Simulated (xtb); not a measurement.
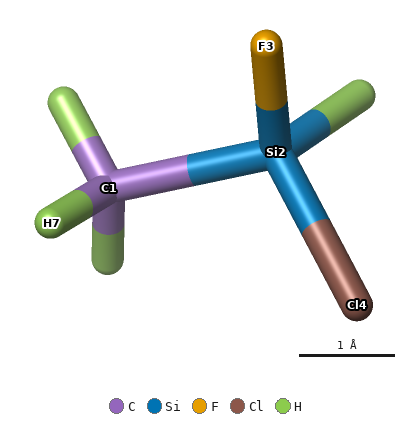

Fig. 1: The input geometry (stick view, seen at a tilt; atoms are numbered from 1 in the order of the input). Bond lengths as drawn: Cl–Si 2.01 Å, C–H 1.09 Å, C–Si 1.89 Å, F–Si 1.61 Å and H–Si 1.45 Å.

**Frequency calculation of CH₄ClFSi**

The run: frequency calculation of CH₄ClFSi. Method and program: GFN2-xTB (xtb 6.7.1).

The geometry was optimised with GFN2-xTB.

Input (geom.xyz):
```
8
start
C     -0.284350     0.974830     0.077687
Si     0.355462    -0.789860    -0.137532
F      0.849539    -1.300188     1.311160
Cl    -1.105521    -2.038538    -0.710337
H      0.495594     1.628272     0.457809
H     -0.635811     1.392414    -0.861086
H     -1.112761     1.008889     0.782446
H      1.529949    -0.932919    -0.975948
```

File input.inp:
```
$hess
   step=0.002
$end
```

Launch command:
```bash
xtb geom.xyz --input input.inp --hess --gfn 2 > xtb.out 2> xtb.err
```

What the program printed:
```
* xtb version 6.7.1
   ID    Z sym.   atoms
    1    6 C      1
    2   14 Si     2
    3    9 F      3
    4   17 Cl     4
    5    1 H      5-8

           -------------------------------------------------
          |                Calculation Setup                |
           -------------------------------------------------

          program call               : xtb geom.xyz --input input.inp --hess --gfn 2
          coordinate file            : geom.xyz
          omp threads                :                     1

           -------------------------------------------------
          |                 G F N 2 - x T B                 |
           -------------------------------------------------

      * Hamiltonian:
        H0-scaling (s, p, d)           1.850000    2.230000    2.230000
        zeta-weighting                 0.500000
      * Dispersion:
        s8                             2.700000
        a1                             0.520000
        a2                             5.000000
        s9                             5.000000
      * Repulsion:
        kExp                           1.500000    1.000000
        rExp                           1.000000
      * Coulomb:
        alpha                          2.000000
        third order                    shell-resolved
        anisotropic                    true
        a3                             3.000000
        a5                             4.000000
        cn-shift                       1.200000
        cn-exp                         4.000000
        max-rad                        5.000000

          ...................................................
          :                      SETUP                      :
          :.................................................:
          :  # basis functions                  32          :
          :  # atomic orbitals                  30          :
          :  # shells                           14          :
          :  # electrons                        26          :
          :  max. iterations                   250          :
          :  Hamiltonian                  GFN2-xTB          :
          :  restarted?                      false          :
          :  GBSA solvation                  false          :
          :  PC potential                    false          :
          :  electronic temp.          300.0000000     K    :
          :  accuracy                    1.0000000          :
          :  -> integral cutoff          0.2500000E+02      :
          :  -> integral neglect         0.1000000E-07      :
          :  -> SCF convergence          0.1000000E-05 Eh   :
          :  -> wf. convergence          0.1000000E-03 e    :
          :  Broyden damping             0.4000000          :
          :  net charge                          0          :
          :  unpaired electrons                  0          :
          ...................................................

 iter      E             dE          RMSdq      gap      omega  full diag
   1    -15.3039170 -0.153039E+02  0.618E+00    7.72       0.0  T
   2    -15.3784616 -0.745446E-01  0.258E+00    6.30       1.0  T
   3    -15.3836302 -0.516862E-02  0.201E+00    6.88       1.0  T
   4    -15.3900091 -0.637893E-02  0.864E-01    6.48       1.0  T
   5    -15.3892957  0.713428E-03  0.616E-01    6.73       1.0  T
   6    -15.3904267 -0.113095E-02  0.126E-01    6.61       1.0  T
   7    -15.3904481 -0.214421E-04  0.386E-02    6.59       1.0  T
   8    -15.3904449  0.319009E-05  0.371E-02    6.60       1.0  T
   9    -15.3904486 -0.372163E-05  0.195E-02    6.59       1.8  T
  10    -15.3904498 -0.120926E-05  0.940E-03    6.60       3.8  T
  11    -15.3904501 -0.299127E-06  0.414E-03    6.59       8.5  T
  12    -15.3904502 -0.158335E-07  0.114E-03    6.59      31.1  T
  13    -15.3904502 -0.251031E-08  0.753E-04    6.59      47.0  T
  14    -15.3904502 -0.124786E-08  0.388E-04    6.59      91.1  T

   *** convergence criteria satisfied after 14 iterations ***

         #    Occupation            Energy/Eh            Energy/eV
      -------------------------------------------------------------
         1        2.0000           -1.0595123             -28.8308
       ...           ...                  ...                  ...
         7        2.0000           -0.5147750             -14.0077
         8        2.0000           -0.4868164             -13.2469
         9        2.0000           -0.4840795             -13.1725
        10        2.0000           -0.4589363             -12.4883
        11        2.0000           -0.4520892             -12.3020
        12        2.0000           -0.4408523             -11.9962
        13        2.0000           -0.4262117             -11.5978 (HOMO)
        14                         -0.1838711              -5.0034 (LUMO)
        15                         -0.1770723              -4.8184
        16                         -0.1401814              -3.8145
        17                         -0.0304141              -0.8276
        18                         -0.0212485              -0.5782
       ...                                ...                  ...
        30                          0.8828305              24.0230
      -------------------------------------------------------------
                  HL-Gap            0.2423407 Eh            6.5944 eV
             Fermi-level           -0.3050414 Eh           -8.3006 eV

 SCC (total)                   0 d,  0 h,  0 min,  0.006 sec
 SCC setup                      ...        0 min,  0.000 sec (  1.320%)
 Dispersion                     ...        0 min,  0.000 sec (  0.594%)
 classical contributions        ...        0 min,  0.000 sec (  0.237%)
 integral evaluation            ...        0 min,  0.001 sec ( 15.999%)
 iterations                     ...        0 min,  0.003 sec ( 52.446%)
 molecular gradient             ...        0 min,  0.002 sec ( 27.681%)
 printout                       ...        0 min,  0.000 sec (  1.568%)

         :::::::::::::::::::::::::::::::::::::::::::::::::::::
         ::                     SUMMARY                     ::
         :::::::::::::::::::::::::::::::::::::::::::::::::::::
         :: total energy             -15.296573733620 Eh    ::
         :: gradient norm              0.000022728800 Eh/a0 ::
         :: HOMO-LUMO gap              6.594425016720 eV    ::
         ::.................................................::
         :: SCC energy               -15.390447978257 Eh    ::
         :: -> isotropic ES            0.033668361400 Eh    ::
         :: -> anisotropic ES          0.000485201575 Eh    ::
         :: -> anisotropic XC          0.001850268521 Eh    ::
         :: -> dispersion             -0.004353948357 Eh    ::
         :: repulsion energy           0.093874244637 Eh    ::
         :: add. restraining           0.000000000000 Eh    ::
         :: total charge               0.000000000000 e     ::
         :::::::::::::::::::::::::::::::::::::::::::::::::::::

           -------------------------------------------------
          |                Numerical Hessian                |
           -------------------------------------------------
step length          :   0.00200
SCC accuracy         :   0.30000
Hessian scale factor :   1.00000
frozen atoms in %    :   0.00000    0
RMS gradient         :   0.00002
estimated CPU  time      0.00 min

writing file <hessian>.

 projected vibrational frequencies (cm⁻¹)
eigval :       -0.00    -0.00     0.00     0.00     0.00     0.00
eigval :       96.61   157.68   188.99   234.97   500.15   625.67
eigval :      652.96   750.73   806.95   834.80   851.51  1378.68
eigval :     1466.60  1472.27  2358.82  3023.58  3045.96  3050.86
           -------------------------------------------------
          |                Property Printout                |
           -------------------------------------------------

    * Orbital Energies and Occupations

         #    Occupation            Energy/Eh            Energy/eV
      -------------------------------------------------------------
         1        2.0000           -1.0595115             -28.8308
         2        2.0000           -0.8529835             -23.2109
         3        2.0000           -0.6807519             -18.5242
         4        2.0000           -0.5820648             -15.8388
         5        2.0000           -0.5214641             -14.1898
         6        2.0000           -0.5199928             -14.1497
         7        2.0000           -0.5147746             -14.0077
         8        2.0000           -0.4868180             -13.2470
         9        2.0000           -0.4840814             -13.1725
        10        2.0000           -0.4589365             -12.4883
        11        2.0000           -0.4520893             -12.3020
        12        2.0000           -0.4408519             -11.9962
        13        2.0000           -0.4262123             -11.5978 (HOMO)
        14                         -0.1838731              -5.0034 (LUMO)
        15                         -0.1770731              -4.8184
        16                         -0.1401826              -3.8146
        17                         -0.0304153              -0.8276
        18                         -0.0212491              -0.5782
        19                         -0.0045326              -0.1233
        20                          0.0172154               0.4685
        21                          0.0177652               0.4834
        22                          0.0314174               0.8549
        23                          0.0436716               1.1884
        24                          0.1624162               4.4196
       ...                                ...                  ...
        30                          0.8828299              24.0230
      -------------------------------------------------------------
                  HL-Gap            0.2423392 Eh            6.5944 eV
             Fermi-level           -0.3050427 Eh           -8.3006 eV

     #   Z          covCN         q      C6AA      α(0)
     1   6 C        3.651    -0.202    24.847     7.159
     2  14 Si       3.307     0.573   116.614    21.863
     3   9 F        0.705    -0.264    11.930     4.078
     4  17 Cl       0.805    -0.219   105.957    15.747
     5   1 H        0.925     0.048     2.350     2.397
     6   1 H        0.925     0.044     2.398     2.422
     7   1 H        0.925     0.060     2.195     2.317
     8   1 H        0.922    -0.040     3.863     3.074

 Mol. C6AA /au·bohr⁶  :       1268.045127
 Mol. C8AA /au·bohr⁸  :      47869.129530
 Mol. α(0) /au        :         59.056885

Wiberg/Mayer (AO) data.
largest (>0.10) Wiberg bond orders for each atom

 ---------------------------------------------------------------------------
     #   Z sym  total        # sym  WBO       # sym  WBO       # sym  WBO
 ---------------------------------------------------------------------------
     1   6 C    3.987 --     6 H    0.987     5 H    0.985     7 H    0.974
                             2 Si   0.923
     2  14 Si   4.039 --     4 Cl   1.117     3 F    1.085     1 C    0.923
                             8 H    0.878
     3   9 F    1.197 --     2 Si   1.085
     4  17 Cl   1.244 --     2 Si   1.117
     5   1 H    0.998 --     1 C    0.985
     6   1 H    0.998 --     1 C    0.987
     7   1 H    0.996 --     1 C    0.974
     8   1 H    0.998 --     2 Si   0.878
 ---------------------------------------------------------------------------

Topologies differ in total number of bonds
Writing topology from bond orders to xtbtopo.mol

molecular dipole:
                 x           y           z       tot (Debye)
 q only:        0.276       0.714      -0.405
   full:        0.155       0.789      -0.395       2.278
molecular quadrupole (traceless):
                xx          xy          yy          xz          yz          zz
 q only:        1.218      -1.701      -1.785      -2.396       0.931       0.567
  q+dip:        1.425      -1.758      -1.343      -3.533       1.200      -0.082
   full:        1.027      -1.485      -0.940      -2.994       1.145      -0.086
Molecule has no symmetry elements
It seems to be the C1 point group

           -------------------------------------------------
          |               Frequency Printout                |
           -------------------------------------------------
 projected vibrational frequencies (cm⁻¹)
eigval :       -0.00    -0.00     0.00     0.00     0.00     0.00
eigval :       96.61   157.68   188.99   234.97   500.15   625.67
eigval :      652.96   750.73   806.95   834.80   851.51  1378.68
eigval :     1466.60  1472.27  2358.82  3023.58  3045.96  3050.86
 reduced masses (amu)
   1: 15.05   2: 21.40   3: 24.98   4: 27.36   5: 29.77   6: 21.26   7:  1.66   8: 18.41
   9: 21.10  10: 20.65  11: 28.95  12:  2.01  13:  2.91  14: 16.82  15: 14.18  16:  4.31
  17: 11.58  18:  3.11  19:  1.58  20:  1.58  21:  1.86  22:  1.78  23:  1.88  24:  1.53
 IR intensities (km·mol⁻¹)
   1:  1.18   2:  0.38   3:  0.87   4:  0.49   5:  0.38   6:  0.64   7:  0.08   8:  1.36
   9: 15.45  10: 25.20  11: 53.14  12:162.83  13: 95.14  14:102.59  15: 73.18  16:158.47
  17:234.27  18: 27.54  19:  1.70  20:  1.66  21:197.63  22: 15.50  23: 19.36  24:  6.40
 Raman intensities (Ä⁴*amu⁻¹)
   1:  0.00   2:  0.00   3:  0.00   4:  0.00   5:  0.00   6:  0.00   7:  0.00   8:  0.00
   9:  0.00  10:  0.00  11:  0.00  12:  0.00  13:  0.00  14:  0.00  15:  0.00  16:  0.00
  17:  0.00  18:  0.00  19:  0.00  20:  0.00  21:  0.00  22:  0.00  23:  0.00  24:  0.00
 output can be read by thermo (or use thermo option).
 writing <g98.out> molden fake output.
 recommended (thermochemical) frequency scaling factor: 1.0
           -------------------------------------------------
          |             Thermodynamic Functions             |
           -------------------------------------------------

c1  symmetry found (for desy threshold:  0.10E+00) used in thermo

          ...................................................
          :                      SETUP                      :
          :.................................................:
          :  # frequencies                          18      :
          :  # imaginary freq.                       0      :
          :  linear?                             false      :
          :  only rotor calc.                    false      :
          :  symmetry                               c1      :
          :  rotational number                       1      :
          :  scaling factor                  1.0000000      :
          :  rotor cutoff                   50.0000000 cm⁻¹ :
          :  imag. cutoff                  -20.0000000 cm⁻¹ :
          :.................................................:

    mode    ω/cm⁻¹     T·S(HO)/kcal·mol⁻¹    T·S(FR)/kcal·mol⁻¹   T·S(vib)
   ------------------------------------------------------------------------
       1     96.61    -1.04995 ( 93.31%)    -0.86108 (  6.69%)    -1.03731
       2    157.68    -0.76847 ( 99.00%)    -0.71609 (  1.00%)    -0.76795
       3    188.99    -0.66719 ( 99.51%)    -0.66247 (  0.49%)    -0.66716
       4    234.97    -0.54880 ( 99.80%)    -0.59800 (  0.20%)    -0.54890
   ------------------------------------------------------------------------

   temp. (K)  partition function   enthalpy   heat capacity  entropy
                                   cal/mol     cal/K/mol   cal/K/mol   J/K/mol
 298.15  VIB   16.3                 2060.927     13.382     12.416
         ROT  0.123E+06              888.752      2.981     26.278
         INT  0.201E+07             2949.680     16.363     38.694
         TR   0.947E+27             1481.254      4.968     39.657
         TOT                        4430.9338    21.3312    78.3514   327.8223

       T/K    H(0)-H(T)+PV         H(T)/Eh          T*S/Eh         G(T)/Eh
   ------------------------------------------------------------------------
    298.15    0.706114E-02    0.560367E-01    0.372273E-01    0.188094E-01
   ------------------------------------------------------------------------

         :::::::::::::::::::::::::::::::::::::::::::::::::::::
         ::                  THERMODYNAMIC                  ::
         :::::::::::::::::::::::::::::::::::::::::::::::::::::
         :: total free energy         -15.277764341265 Eh   ::
         ::.................................................::
         :: total energy              -15.296573733819 Eh   ::
         :: zero point energy           0.048975529764 Eh   ::
         :: G(RRHO) w/o ZPVE           -0.030166137210 Eh   ::
         :: G(RRHO) contrib.            0.018809392554 Eh   ::
         :::::::::::::::::::::::::::::::::::::::::::::::::::::

           -------------------------------------------------
          | TOTAL ENERGY              -15.296573733819 Eh   |
          | TOTAL ENTHALPY            -15.240537061651 Eh   |
          | TOTAL FREE ENERGY         -15.277764341265 Eh   |
          | GRADIENT NORM               0.000022050776 Eh/α |
          | HOMO-LUMO GAP               6.594385285436 eV   |
           -------------------------------------------------

------------------------------------------------------------------------
------------------------------------------------------------------------
 total:
 *  cpu-time:     0 d,  0 h,  0 min,  0.203 sec
 * ratio c/w:     0.983 speedup
 SCF:
 *  cpu-time:     0 d,  0 h,  0 min,  0.006 sec
 * ratio c/w:     0.967 speedup
 analytical hessian:
 *  cpu-time:     0 d,  0 h,  0 min,  0.187 sec
 * ratio c/w:     0.984 speedup
```

File vibspectrum:
```
$vibrational spectrum
#  mode     symmetry     wave number   IR intensity    selection rules
#                         cm**(-1)      (km*mol⁻¹)        IR
     1                      -0.00         0.00000          -
     2                      -0.00         0.00000          -
     3                       0.00         0.00000          -
     4                       0.00         0.00000          -
     5                       0.00         0.00000          -
     6                       0.00         0.00000          -
     7        a             96.61         0.07584         YES
     8        a            157.68         1.36177         YES
     9        a            188.99        15.45316         YES
    10        a            234.97        25.19805         YES
    11        a            500.15        53.13763         YES
    12        a            625.67       162.82842         YES
    13        a            652.96        95.13802         YES
    14        a            750.73       102.59033         YES
    15        a            806.95        73.17735         YES
    16        a            834.80       158.46757         YES
    17        a            851.51       234.26924         YES
    18        a           1378.68        27.53947         YES
    19        a           1466.60         1.69889         YES
    20        a           1472.27         1.66172         YES
    21        a           2358.82       197.62823         YES
    22        a           3023.58        15.50005         YES
    23        a           3045.96        19.36379         YES
    24        a           3050.86         6.39504         YES
$end
```

Standard error:
```
normal termination of xtb
```

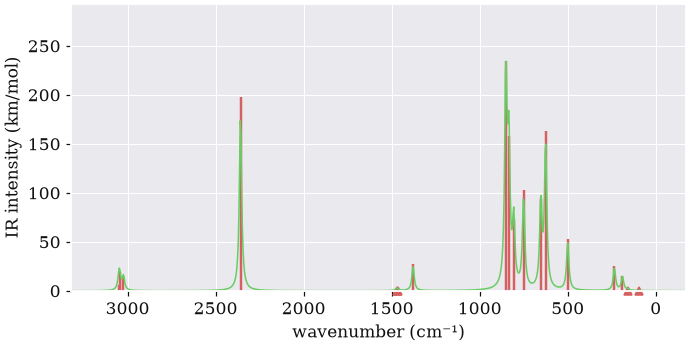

Fig. 2: Harmonic infrared spectrum, unscaled: sticks (degenerate modes added up, dark ones marked on the axis) with a Lorentzian envelope of 16 cm⁻¹ full width, scaled to the tallest stick. 18 modes from 97 to 3051 cm⁻¹, none imaginary. The strongest line is at 852 cm⁻¹ (234 km/mol).

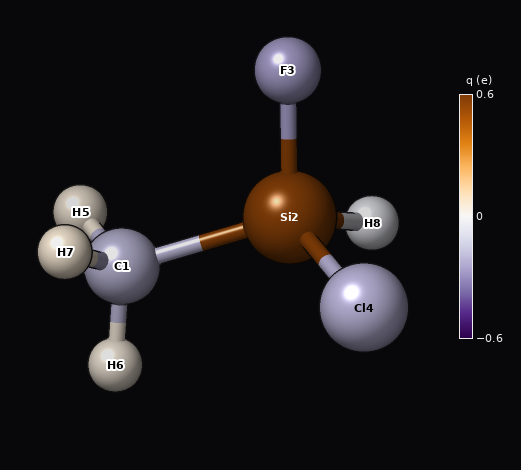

Fig. 3: Mulliken charges, as the colour of each atom (ball-and-stick view, seen at a tilt; atoms are numbered from 1 in the order of the input). By element: C −0.20, Si +0.57, F −0.26, Cl −0.22 and H −0.04 to +0.06 e.

Summary:

| quantity | value |
| --- | --- |
| outcome | converged |
| electrons treated | 26 |
| total energy | −15.296574 hartree |
| dispersion energy | −0.004354 hartree |
| basis functions | 32 |
| HOMO | −11.60 eV |
| LUMO | −5.00 eV |
| zero-point energy | 0.048976 hartree |
| dipole moment | 2.28 D |
| wavenumbers, lowest and highest | 97 and 3051 cm⁻¹ |
| hardware | 1 thread of Intel Xeon @ 2.70GHz, 189 GiB of memory available, shared host |
| peak memory | 0.072 GiB |

Notes:

Settings chosen away from the usual ones: method = gfn2-xtb; task = frequencies; x = {"hess_step": 0.002}; geo = {"prev": "A"}.
